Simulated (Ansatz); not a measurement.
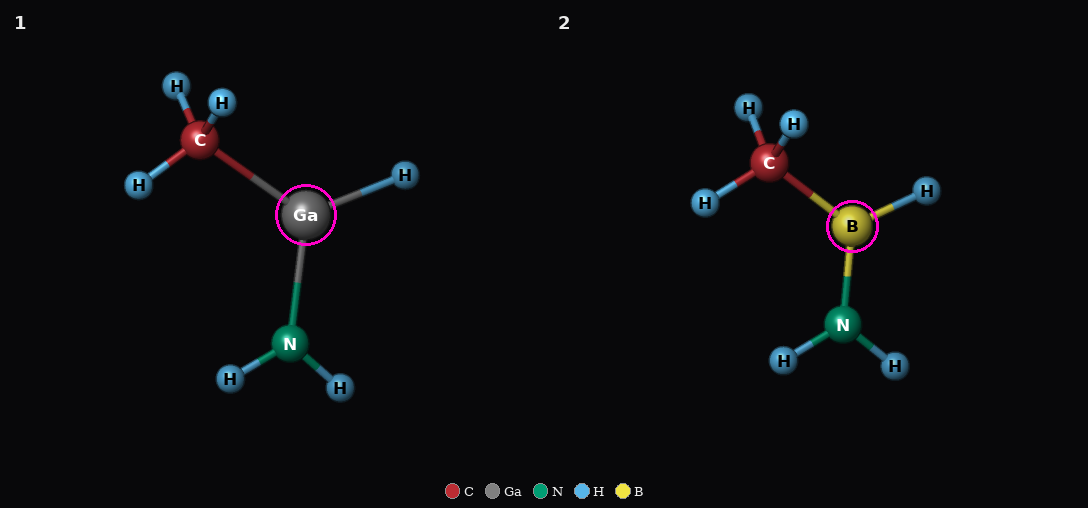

2 molecules with one skeleton, seen from the same side and at one scale; the atom that differs is circled. Each species is neutral and a spin singlet. Computed geometries: PBE0-D4/def2-TZVP optimisations, one conformation each. Properties computed with Ansatz 0.2.0.

One atom differs, called X below: Ga in panel 1, B in panel 2. Their formulas are CH6GaN (`[CH3][GaH][NH2]`), CH6BN (`CBN`).

In which is the angle C–X–H larger (PBE0-D4/def2-TZVP)?

Answer. In panel 1 (X = Ga).

In which is the HOMO–LUMO gap larger (PBE-D4/def2-TZVPP)?

Answer. In panel 2 (X = B).

Give the values. With PBE0-D4/def2-TZVP: length of X–C (Å), length of X–H (Å), length of X–N (Å), angle C–X–H (°). With PBE-D4/def2-TZVPP: dipole moment (D), HOMO energy (Kohn–Sham orbital) (eV), HOMO–LUMO gap (eV).

```csv
quantity,1 (Ga),2 (B),2 − 1
length of X–C (Å),1.962,1.568,−0.394
length of X–H (Å),1.566,1.202,−0.364
length of X–N (Å),1.819,1.392,−0.427
angle C–X–H (°),126.4,121.0,−5.4
dipole moment (D),0.90,1.62,+0.72
HOMO energy (Kohn–Sham orbital) (eV),−5.86,−6.95,−1.09
HOMO–LUMO gap (eV),4.80,6.77,+1.97
```
